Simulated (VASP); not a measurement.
Band structure of CoSi$_{2}$ (fluorite). Method: MS2 meta-GGA, VASP's PBE PAW potentials (set 64) (plane waves; VASP).

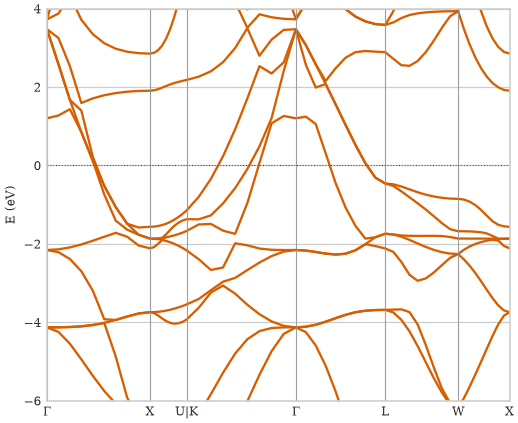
*Bands along high-symmetry lines, zero at the valence-band maximum or, without a gap, the Fermi level*

Task: Read the plot: is there a gap, and where are the band edges?

Result: It has no gap at this level: it comes out as a metal or semimetal.

The compound is CoSi2 in the fluorite structure. It was relaxed first. The run is not spin-polarised, so no magnetic state was tried. The electron count is odd and the run is not spin-polarised, which forces a metal.
